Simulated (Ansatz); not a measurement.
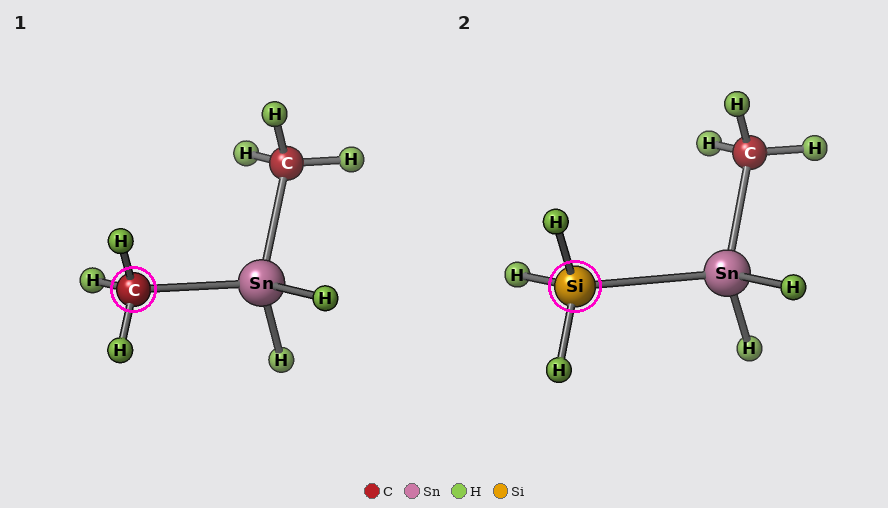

2 molecules with one skeleton, seen from the same side and at one scale; the atom that differs is circled. Charge 0, singlet. Computed geometries: PBE0-D4/def2-TZVP optimisations, one conformation each. Properties computed with Ansatz 0.2.0. Elements past Kr carry core potentials.

One atom differs, called X below: C in panel 1, Si in panel 2. Their formulas are C2H8Sn (`[CH3][SnH2][CH3]`), CH8SiSn (`[CH3][SnH2][SiH3]`).

**In which is the mean length of X–H larger (PBE0-D4/def2-TZVP)?**

In panel 2 (X = Si).

**In which is the HOMO–LUMO gap larger (revPBE-D4/def2-TZVPP)?**

In panel 1 (X = C).

Give the values. With PBE0-D4/def2-TZVP: mean length of X–H (Å), length of X–Sn (Å), mean angle Sn–X–H (°), dipole moment (D), harmonic zero-point energy (kJ/mol). With revPBE-D4/def2-TZVPP: HOMO energy (Kohn–Sham orbital) (eV), HOMO–LUMO gap (eV).

```json
{"quantity": "mean length of X–H (Å)", "1 (C)": "1.090", "2 (Si)": "1.488", "2 − 1": "+0.398"}
{"quantity": "length of X–Sn (Å)", "1 (C)": "2.142", "2 (Si)": "2.564", "2 − 1": "+0.422"}
{"quantity": "mean angle Sn–X–H (°)", "1 (C)": "110.1", "2 (Si)": "110.5", "2 − 1": "+0.4"}
{"quantity": "dipole moment (D)", "1 (C)": "0.78", "2 (Si)": "0.74", "2 − 1": "−0.04"}
{"quantity": "harmonic zero-point energy (kJ/mol)", "1 (C)": "224.3", "2 (Si)": "194.3", "2 − 1": "−30.0"}
{"quantity": "HOMO energy (Kohn–Sham orbital) (eV)", "1 (C)": "−6.80", "2 (Si)": "−6.63", "2 − 1": "+0.17"}
{"quantity": "HOMO–LUMO gap (eV)", "1 (C)": "6.70", "2 (Si)": "5.93", "2 − 1": "−0.77"}
```
